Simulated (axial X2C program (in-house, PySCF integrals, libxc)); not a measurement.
**All-electron X2C curves of BrF⁻**

What are the state, bond length, wavenumber and bond energy of BrF⁻, and what does spin–orbit coupling change?

Method: all-electron X2C, Br dyall-acv3z, F dyall-av3z; program: an in-house X2C program for linear molecules on PySCF integrals.

All values are calculated.

## (1) Set-up

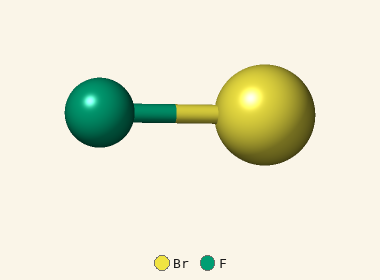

The two atoms at 1.780 Å (bromine yellow, fluorine teal).

task.json

```json
{"zs": [35, 9], "q": -1, "bas": ["dyall-acv3z", "dyall-av3z"], "levels": ["PBE0", "HF", "PBE"], "cc": true, "r0": 1.78, "thr": -2.0, "nmax": 90, "npts": 10, "nst": 2, "ntry": 6}
```

Keys: zs atomic numbers; q charge; bas basis sets; levels methods (HF also brings MP2); cc coupled cluster on or off; r0 starting distance in Å; thr threshold in hartree for freezing inner shells (an s shell follows its p shell); nmax most natural virtual spinors; npts points asked for on the curve; nst determinants followed; ntry starts of the search.

Command:

```
> python so2c.py task.json out
```

Spin-free means the one-electron spin-free X2C Hamiltonian; two-component (2c) means X2C with spin–orbit coupling and atomic mean-field two-electron Coulomb and Gaunt terms. Basis: Br dyall-acv3z contracted to [9s10p7d5f1g], F dyall-av3z contracted to [7s6p3d2f]; Gaussian nuclei, density fitting. Masses: Br 78.918 u, F 18.998 u.

Notation: σ, π±, δ± give the projection m of an orbital's angular momentum (0, ±1, ±2), α and β its spin, Λ and M_S the sums; ω is the projection of a spinor's total angular momentum and Ω the sum. Logs are in hartree.

The results follow Hamiltonian by Hamiltonian and level by level.

## (2) Which state to follow

PBE0 moves the distance from 1.780 Å to 2.305 Å and compares determinants there.

Spin-free determinants:

```json
{"ΔE (eV)": "0.00", "state": "M_S = 1/2, Λ = 0", "open shells": "beyond closed shells: σα"}
{"ΔE (eV)": "1.67", "state": "M_S = 1/2, Λ = 1", "open shells": "beyond closed shells: π+α, π+β, π-α"}
{"ΔE (eV)": "5.62", "state": "M_S = 3/2, Λ = 1", "open shells": "beyond closed shells: 2 × σα, π+α, π+β, π-α"}
{"ΔE (eV)": "5.91", "state": "M_S = 1/2, Λ = 1", "open shells": "beyond closed shells: π+α"}
{"ΔE (eV)": "5.92", "state": "M_S = 1/2, Λ = 1", "open shells": "beyond closed shells: 2 × σα, π+α, π+β, π-β"}
{"ΔE (eV)": "6.08", "state": "M_S = 3/2, Λ = 2", "open shells": "beyond closed shells: σα, 2 × π+α, π+β, π-α"}
```

Two-component determinants:

```
ΔE (eV)    state                                  open shells
   0.00  Ω = 1/2                excess of +ω over −ω: ω = 1/2
   1.58  Ω = 3/2                excess of +ω over −ω: ω = 3/2
   5.47  Ω = 5/2   excess of +ω over −ω: 2 × ω = 1/2, ω = 3/2
   5.77  Ω = 1/2  excess of +ω over −ω: 2 × ω = -1/2, ω = 3/2
   5.84  Ω = 3/2                excess of +ω over −ω: ω = 3/2
   5.94  Ω = 7/2   excess of +ω over −ω: ω = 1/2, 2 × ω = 3/2
   6.06  Ω = 3/2            excess of +ω over −ω: 3 × ω = 1/2
```

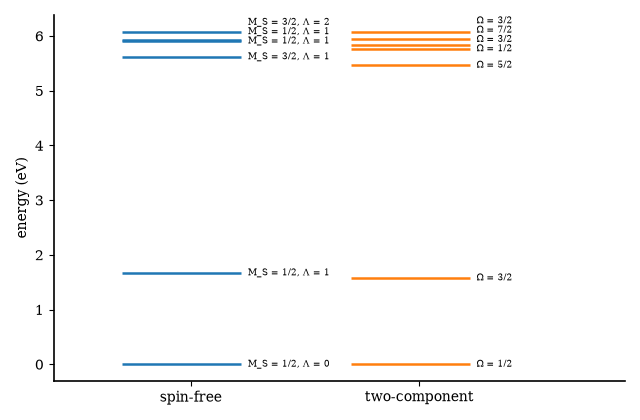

The determinants found, each set from its own lowest.

## (3) PBE0, spin-free

State followed: M_S = 1/2, Λ = 0 (beyond closed shells: σα). The scan is laid around 2.305 Å, a first estimate of the minimum, and this SCF restarts from the orbitals of the search.

Output at 2.305 Å:

```text
spin-free X2C-1e  PBE0
basis functions 172  fitting functions 907  grid points 5080
iter        total energy     max residual
   1      -2705.967018163     1.83e-05
   2      -2705.967018169     2.30e-05
   3      -2705.967018170     1.70e-05
converged
one-electron -3919.32565984  Coulomb 1244.26783852  exact exchange -25.33105043  xc functional -77.89520562  nuclear repulsion 72.31705919
```

Along the bond, energies from the lowest point:

```csv
R (Å),E (eV),μ (D),HOMO (eV),LUMO (eV),iterations
2.005,0.2656,-1.78,-0.27,3.22,23
2.098,0.1035,-2.18,-0.77,2.83,15
2.167,0.0369,-2.43,-1.11,2.55,13
2.236,0.0052,-2.65,-1.41,2.27,12
2.305,0.0000,-2.85,-1.69,2.02,3
2.386,0.0179,-3.05,-1.98,1.73,12
2.466,0.0536,-3.22,-2.19,1.47,11
2.570,0.1149,-3.42,-2.29,1.17,11
2.697,0.2006,-3.62,-2.39,0.84,11
2.881,0.3259,-3.88,-2.47,0.43,12
```

Dipoles are positive if F is the positive end and refer to the centre of mass.

Outer orbitals at the reference distance:

```tsv
symmetry	occupied	ε (eV)	atomic character
σα	yes	-24.31	94% F s, 2% Br d
σβ	yes	-23.20	94% F s, 2% Br d, 2% Br p
σα	yes	-15.67	92% Br s, 5% F p
σβ	yes	-14.89	92% Br s, 5% F p
σα	yes	-5.71	75% F p, 23% Br p
π-α	yes	-3.96	89% F p, 10% Br p
π+α	yes	-3.96	89% F p, 10% Br p
π+β	yes	-3.59	87% F p, 12% Br p
π-β	yes	-3.59	87% F p, 12% Br p
σβ	yes	-3.34	60% F p, 37% Br p
π-α	yes	-2.27	88% Br p, 10% F p
π+α	yes	-2.27	88% Br p, 10% F p
π+β	yes	-2.00	87% Br p, 12% F p
π-β	yes	-2.00	87% Br p, 12% F p
σα	yes	-1.69	69% Br p, 22% F p, 3% Br d
σβ	no	2.02	55% Br p, 34% F p, 4% Br d
σα	no	4.68	50% Br p, 47% Br s, 3% F s
σβ	no	4.90	70% Br s, 22% Br p, 5% F s
π+α	no	5.06	97% Br p
```

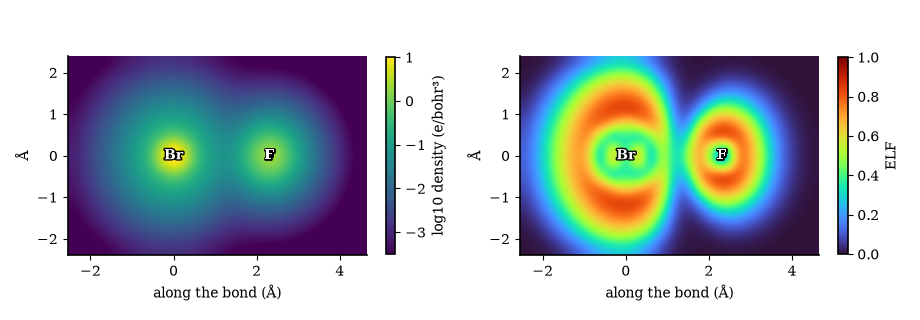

PBE0 fields in a plane through the axis, from a grid of 0.3 Å; Br lies at z = 0 and F at z = 2.305 Å; the ELF is damped to zero where the density is low.

Re = 2.286 Å, ωe = 279.3 cm⁻¹, ωexe = 2.78 cm⁻¹, Be = 0.2106 cm⁻¹, De = 1.66 eV, μ = -2.80 D.

## (4) HF, spin-free

The SCF at the reference distance of 2.305 Å:

```text
spin-free X2C-1e  HF
basis functions 172  fitting functions 907  grid points 5080
iter        total energy     max residual
   1      -2704.064963829     2.34e-01
   2      -2704.087402061     1.07e-02
   3      -2704.088387213     8.05e-03
   4      -2704.088571774     3.16e-03
   5      -2704.088641412     1.72e-03
   6      -2704.088732332     3.06e-03
   7      -2704.088836858     3.38e-03
   8      -2704.088989780     3.07e-03
   9      -2704.089102668     1.99e-03
  10      -2704.089151827     6.26e-04
  11      -2704.089159372     3.84e-04
  12      -2704.089160302     1.07e-04
  13      -2704.089160419     1.12e-05
  14      -2704.089160425     5.69e-06
  15      -2704.089160425     1.63e-06
converged
one-electron -3919.78682405  Coulomb 1244.81307511  exact exchange -101.43247067  xc functional 0.00000000  nuclear repulsion 72.31705919
```

No constants are quoted: the lowest point is the long end of the scan.

## (5) PBE, spin-free

Output at 2.305 Å:

```text
spin-free X2C-1e  PBE
basis functions 172  fitting functions 907  grid points 5080
iter        total energy     max residual
   1      -2705.924259048     8.38e-02
   2      -2705.926723930     1.78e-02
   3      -2705.927636960     1.57e-02
   4      -2705.927748956     4.88e-03
   5      -2705.927933969     4.17e-03
   6      -2705.927950650     1.29e-03
   7      -2705.927952912     1.57e-04
   8      -2705.927952974     1.62e-04
   9      -2705.927953049     1.29e-05
  10      -2705.927953049     1.37e-05
converged
one-electron -3918.77421199  Coulomb 1243.67344903  exact exchange 0.00000000  xc functional -103.14424928  nuclear repulsion 72.31705919
```

Re = 2.345 Å, ωe = 244.5 cm⁻¹, ωexe = 3.04 cm⁻¹, Be = 0.2002 cm⁻¹, De = 1.98 eV, μ = -2.93 D.

## (6) MP2 and beyond, spin-free

Correlated methods: 15 electrons correlated (frozen shells, counted by type: Br 3 s, 2 p, 1 d; F 1 s), 241 virtual spinors in MP2, 89 natural virtuals in coupled cluster.

Output of the correlated part at 2.305 Å:

```text
correlated 15  virtual 241  natural virtual 89  E(MP2) -0.443947680  MP2 remainder -0.035287327
iter   CCSD correlation   residual
   1     -0.415927419   1.11e-01
   2     -0.426179778   4.61e-02
   3     -0.429274798   2.60e-02
   4     -0.430155528   1.49e-02
   5     -0.430606945   6.62e-03
   6     -0.430700639   2.27e-03
   7     -0.430693600   5.30e-04
   8     -0.430701535   1.84e-04
   9     -0.430696931   7.22e-05
  10     -0.430696923   2.22e-05
  11     -0.430696806   8.24e-06
  12     -0.430696798   2.90e-06
(T) -0.014334750  T1 0.0415  D1 0.1416  max T2 0.052
```

T1 in the output is the amplitude norm over the root of the electron number; divide by √2 for the Lee–Taylor value.

MP2: No constants are quoted: the points don't follow one smooth fit.

CCSD: No constants are quoted: the points don't follow one smooth fit.

CCSD(T): No constants are quoted: the points don't follow one smooth fit.

## (7) A higher determinant, spin-free

State: M_S = 1/2, Λ = 1 (beyond closed shells: π+α, π+β, π-α).

Output at the reference distance:

```text
spin-free X2C-1e  PBE0
basis functions 172  fitting functions 907  grid points 5080
iter        total energy     max residual
   1      -2705.905657971     4.55e-05
   2      -2705.905657987     2.62e-05
   3      -2705.905657991     2.11e-05
   4      -2705.905657993     7.01e-06
converged
one-electron -3919.19505951  Coulomb 1244.18322143  exact exchange -25.32345236  xc functional -77.88742674  nuclear repulsion 72.31705919
```

```csv
R (Å),E above the lowest PBE0 point (eV)
2.005,2.776
2.098,2.323
2.167,2.057
2.236,1.842
2.305,1.670
2.386,1.512
2.466,1.392
2.570,1.278
2.697,1.184
```

No constants are quoted: the lowest point is the long end of the scan.

## (8) The spin-free curves together

Energy (eV) of the followed determinant, spin-free, from each level's lowest point:

```csv
R (Å),PBE0,HF,MP2,CCSD,CCSD(T),PBE
2.005,0.266,0.412,0.165,n/a,n/a,0.332
2.098,0.103,0.245,0.032,0.063,0.058,0.151
2.167,0.037,0.179,0.000,0.010,0.006,0.069
2.236,0.005,0.149,0.037,0.000,0.000,0.021
2.305,0.000,0.138,0.231,0.046,0.054,0.000
2.386,0.018,0.121,0.575,0.167,0.187,0.000
2.466,0.054,0.095,0.813,0.302,0.333,0.018
2.570,0.115,0.062,1.011,0.475,0.518,0.057
2.697,0.201,0.030,1.162,n/a,n/a,0.118
2.881,0.326,0.000,1.293,n/a,n/a,0.209
```

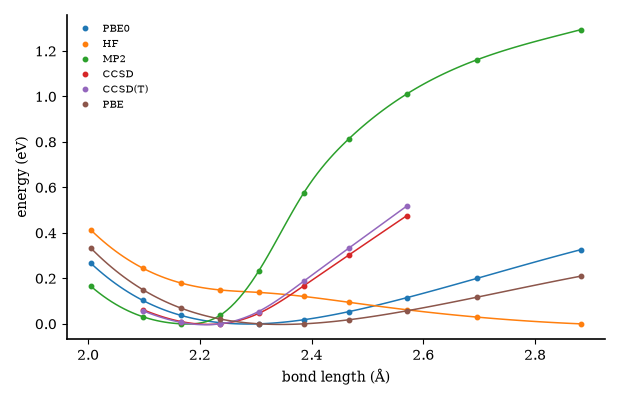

Curves of the followed state, spin-free, each from its own lowest point.

## (9) PBE0, 2c

State followed: Ω = 1/2 (excess of +ω over −ω: ω = 1/2). The scan is laid around 2.305 Å, a first estimate of the minimum, and this SCF restarts from the orbitals of the search.

The SCF at the reference distance of 2.305 Å:

```text
two-component X2C + atomic mean field  PBE0
basis functions 172  fitting functions 907  grid points 5080
iter        total energy     max residual
   1      -2705.057188770     4.42e-05
   2      -2705.057188786     2.20e-05
   3      -2705.057188792     1.56e-05
converged
one-electron -3916.95284421  Coulomb 1243.76563779  exact exchange -25.32144121  xc functional -77.86576727  nuclear repulsion 72.31705919  atomic mean-field constant -0.99983308
```

Along the bond, energies from the lowest point:

```csv
R (Å),E (eV),μ (D),HOMO (eV),LUMO (eV),iterations
2.005,0.2689,-1.78,-0.24,3.22,23
2.098,0.1058,-2.19,-0.73,2.84,15
2.167,0.0385,-2.45,-1.06,2.55,13
2.236,0.0061,-2.67,-1.36,2.28,12
2.305,0.0000,-2.87,-1.62,2.02,3
2.386,0.0169,-3.08,-1.88,1.74,12
2.466,0.0515,-3.26,-2.05,1.48,12
2.570,0.1115,-3.46,-2.16,1.18,12
2.697,0.1954,-3.68,-2.26,0.86,12
2.881,0.3179,-3.96,-2.37,0.45,12
```

Dipoles are positive if F is the positive end and refer to the centre of mass.

Outer spinors at the reference distance:

```
   ω  occupied  ε (eV)            atomic character     λ mixture
 1/2       yes  -24.29            94% F s, 2% Br d        100% σ
-1/2       yes  -23.19   94% F s, 2% Br d, 2% Br p        100% σ
 1/2       yes  -15.67            92% Br s, 5% F p        100% σ
-1/2       yes  -14.91            92% Br s, 5% F p        100% σ
 1/2       yes   -5.69           74% F p, 23% Br p        100% σ
-1/2       yes   -3.97           86% F p, 13% Br p   99% π, 1% σ
 3/2       yes   -3.91            90% F p, 9% Br p        100% π
 1/2       yes   -3.61           84% F p, 14% Br p        100% π
-3/2       yes   -3.55           88% F p, 10% Br p        100% π
-1/2       yes   -3.37           59% F p, 38% Br p   96% σ, 4% π
-1/2       yes   -2.40           84% Br p, 15% F p   96% π, 4% σ
 1/2       yes   -2.20           81% Br p, 17% F p  90% π, 10% σ
 3/2       yes   -2.13            89% Br p, 9% F p        100% π
-3/2       yes   -1.86           88% Br p, 11% F p        100% π
 1/2       yes   -1.62  71% Br p, 20% F p, 3% Br d  90% σ, 10% π
-1/2        no    2.02  56% Br p, 33% F p, 4% Br d        100% σ
 1/2        no    4.67  50% Br p, 47% Br s, 3% F s        100% σ
-1/2        no    4.89  69% Br s, 24% Br p, 5% F s   99% σ, 1% π
-1/2        no    5.05                    95% Br p   98% π, 2% σ
```

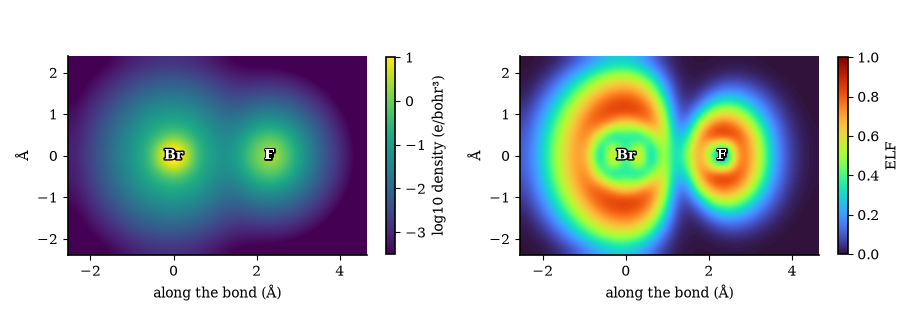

PBE0 fields in a plane through the axis, from a grid of 0.3 Å; Br lies at z = 0 and F at z = 2.305 Å; the ELF is damped to zero where the density is low.

Re = 2.289 Å, ωe = 277.3 cm⁻¹, ωexe = 2.81 cm⁻¹, Be = 0.2101 cm⁻¹, De = 1.67 eV, μ = -2.83 D.

## (10) HF, 2c

The SCF at the reference distance of 2.305 Å:

```text
two-component X2C + atomic mean field  HF
basis functions 172  fitting functions 907  grid points 5080
iter        total energy     max residual
   1      -2703.155745152     2.40e-01
   2      -2703.178205081     9.42e-03
   3      -2703.179183346     8.35e-03
   4      -2703.179359841     3.10e-03
   5      -2703.179417112     1.28e-03
   6      -2703.179475041     2.31e-03
   7      -2703.179545925     2.64e-03
   8      -2703.179655328     2.48e-03
   9      -2703.179755722     1.99e-03
  10      -2703.179807926     7.88e-04
  11      -2703.179820177     4.37e-04
  12      -2703.179821781     1.53e-04
  13      -2703.179822216     1.17e-04
  14      -2703.179822417     8.55e-05
  15      -2703.179822629     7.08e-05
  16      -2703.179822734     3.43e-05
  17      -2703.179822763     1.37e-05
  18      -2703.179822767     7.39e-06
  19      -2703.179822769     3.54e-06
  20      -2703.179822769     1.42e-06
converged
one-electron -3917.37895706  Coulomb 1244.27562644  exact exchange -101.39371827  xc functional 0.00000000  nuclear repulsion 72.31705919  atomic mean-field constant -0.99983308
```

No constants are quoted: the lowest point is the long end of the scan.

## (11) PBE, 2c

The SCF at the reference distance of 2.305 Å:

```text
two-component X2C + atomic mean field  PBE
basis functions 172  fitting functions 907  grid points 5080
iter        total energy     max residual
   1      -2705.014237718     8.60e-02
   2      -2705.016646729     1.78e-02
   3      -2705.017603453     1.65e-02
   4      -2705.017727518     4.90e-03
   5      -2705.017912691     4.39e-03
   6      -2705.017930433     1.37e-03
   7      -2705.017932827     1.58e-04
   8      -2705.017932889     1.67e-04
   9      -2705.017932966     1.25e-05
  10      -2705.017932966     1.37e-05
converged
one-electron -3916.40246481  Coulomb 1243.17220616  exact exchange 0.00000000  xc functional -103.10490042  nuclear repulsion 72.31705919  atomic mean-field constant -0.99983308
```

Re = 2.349 Å, ωe = 241.9 cm⁻¹, ωexe = 3.1 cm⁻¹, Be = 0.1995 cm⁻¹, De = 1.89 eV, μ = -2.95 D.

## (12) Correlated methods, 2c

Correlated methods: 15 electrons correlated (frozen shells, counted by type: Br 3 s, 2 p, 1 d; F 1 s), 241 virtual spinors in MP2, 90 natural virtuals in coupled cluster.

Output of the correlated part at 2.305 Å:

```text
correlated 15  virtual 241  natural virtual 90  E(MP2) -0.445159584  MP2 remainder -0.034036020
iter   CCSD correlation   residual
   1     -0.417829844   1.11e-01
   2     -0.428028076   4.54e-02
   3     -0.431023069   2.46e-02
   4     -0.431769652   1.42e-02
   5     -0.432212256   6.69e-03
   6     -0.432311113   2.43e-03
   7     -0.432304526   7.41e-04
   8     -0.432314866   4.51e-04
   9     -0.432306884   3.35e-04
  10     -0.432309363   2.14e-04
  11     -0.432308902   9.51e-05
  12     -0.432309289   4.57e-05
  13     -0.432309423   2.71e-05
  14     -0.432309217   1.83e-05
  15     -0.432309139   1.09e-05
  16     -0.432309231   4.41e-06
  17     -0.432309225   1.69e-06
(T) -0.014523639  T1 0.0392  D1 0.1321  max T2 0.053
```

MP2: No constants are quoted: the reference changes its character somewhere along the scan, so the fit is set aside.

CCSD: No constants are quoted: the reference changes its character somewhere along the scan, so the fit is set aside.

CCSD(T): No constants are quoted: the reference changes its character somewhere along the scan, so the fit is set aside.

## (13) A higher determinant, 2c

State: Ω = 3/2 (excess of +ω over −ω: ω = 3/2).

Output at the reference distance:

```text
two-component X2C + atomic mean field  PBE0
basis functions 172  fitting functions 907  grid points 5080
iter        total energy     max residual
   1      -2704.999201080     5.89e-05
   2      -2704.999201081     8.13e-06
converged
one-electron -3916.80554211  Coulomb 1243.66306849  exact exchange -25.31446956  xc functional -77.85948402  nuclear repulsion 72.31705919  atomic mean-field constant -0.99983308
```

```csv
R (Å),E above the lowest PBE0 point (eV)
2.005,2.671
2.098,2.223
2.167,1.960
2.236,1.747
2.305,1.578
2.386,1.423
2.466,1.305
2.570,1.194
2.697,1.103
```

No constants are quoted: the lowest point is the long end of the scan.

## (14) The 2c curves together

Energy (eV) of the followed determinant, 2c, from each level's lowest point:

```csv
R (Å),PBE0,HF (jumps),MP2 (its reference jumps),CCSD (its reference jumps),CCSD(T) (its reference jumps),PBE
2.005,0.269,0.406,0.172,n/a,n/a,0.337
2.098,0.106,0.239,0.036,0.067,0.063,0.154
2.167,0.038,0.172,0.000,0.013,0.010,0.071
2.236,0.006,0.142,0.027,0.000,0.000,0.023
2.305,0.000,0.134,0.206,0.041,0.049,0.001
2.386,0.017,0.119,0.570,0.162,0.183,0.000
2.466,0.052,0.094,0.817,0.299,0.329,0.017
2.570,0.111,0.062,1.020,0.474,0.516,0.055
2.697,0.195,0.030,1.174,n/a,n/a,0.113
2.881,0.318,0.000,1.307,n/a,n/a,0.202
```

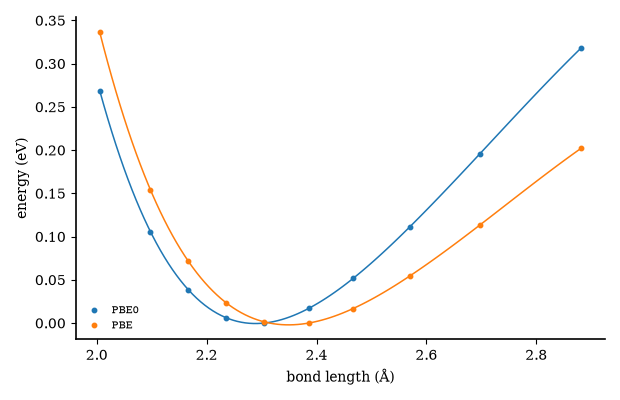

Curves of the followed state, 2c, each from its own lowest point. Left out: HF, MP2, CCSD, CCSD(T).

The whole job took 3 min on 1 thread of Arm Neoverse V1, shared host; peak memory 0.95 GiB.

## (15) Results

Lowest determinant that the search found at its distance, spin-free: M_S = 1/2, Λ = 0 (beyond closed shells: σα).

Lowest determinant that the search found at its distance, 2c: Ω = 1/2 (excess of +ω over −ω: ω = 1/2).

| Hamiltonian | level | Re (Å) | ωe (cm⁻¹) | De (eV) | μ (D) |
| --- | --- | --- | --- | --- | --- |
| spin-free | PBE0 | 2.286 | 279.3 | 1.66 | -2.80 |
| spin-free | PBE | 2.345 | 244.5 | 1.98 | -2.93 |
| 2c | PBE0 | 2.289 | 277.3 | 1.67 | -2.83 |
| 2c | PBE | 2.349 | 241.9 | 1.89 | -2.95 |

Dipoles are positive if F is the positive end and refer to the centre of mass. No constants: spin-free HF (the lowest point is the long end of the scan); spin-free MP2 (the points don't follow one smooth fit); spin-free CCSD (the points don't follow one smooth fit); spin-free CCSD(T) (the points don't follow one smooth fit); 2c HF (the lowest point is the long end of the scan); 2c MP2 (the reference changes its character somewhere along the scan, so the fit is set aside); 2c CCSD (the reference changes its character somewhere along the scan, so the fit is set aside); 2c CCSD(T) (the reference changes its character somewhere along the scan, so the fit is set aside).

Time per point (s) on 1 thread of Arm Neoverse V1, shared host (2c runs); the times are rough: PBE0 0.6, PBE 0.35.

In words: At PBE0, going from spin-free to two-component changes Re by +3 mÅ, ωe by -0.7 %; the spin-free picture holds up (part of it comes from the scalar share of the two-electron terms). De moves by +0.01 eV; both De rest on single-determinant atoms, which can miss part of an open shell's spin–orbit lowering.

De refers to Br- + F; at PBE, spin-free, to Br + F-; at PBE, two-component, to Br + F-, each in the lowest determinant found, which need not be this curve's own limit. Each curve is one determinant whose occupation by symmetry is held fixed; it was picked as the lowest of a PBE0 search that is not exhaustive. Dissociation energies refer to the lowest single-determinant-based atoms at the same level and basis. Density functionals use the spin component along the axis (collinear).
